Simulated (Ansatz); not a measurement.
```xyz
6

B    -1.6743   -0.9571    0.0355
B    -0.0449   -1.0375   -0.4047
O    -2.8458   -0.8963    0.2986
O     0.8635   -1.1505    0.5790
H     0.2900   -0.9950   -1.5554
H     1.7722   -1.1914    0.2662
```

Geometry: PBE0-D4/def2-TZVP.

Theory: Ansatz, isolated molecule in a Gaussian basis; Kohn-Sham density functional theory, functional PBE0.

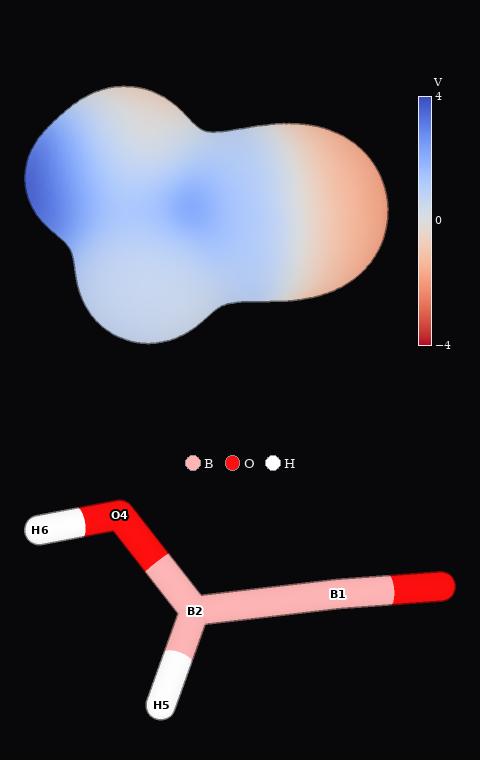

B₂H₂O₂ (SMILES O=BBO). The molecular electrostatic potential painted on the density surface at 0.002 e/bohr³, seen at a tilt; red is negative and blue positive. The bare structure is drawn below in the same view.

Question: Where is the surface potential most negative and most positive?

Answer: The most negative region (about −1.9 V) lies over O3, the most positive (about +3.4 V) over H6. O3 is the likeliest acceptor of a hydrogen bond.

Question: What dipole moment does the calculation give?

Answer: Its dipole moment is 4.71 D.
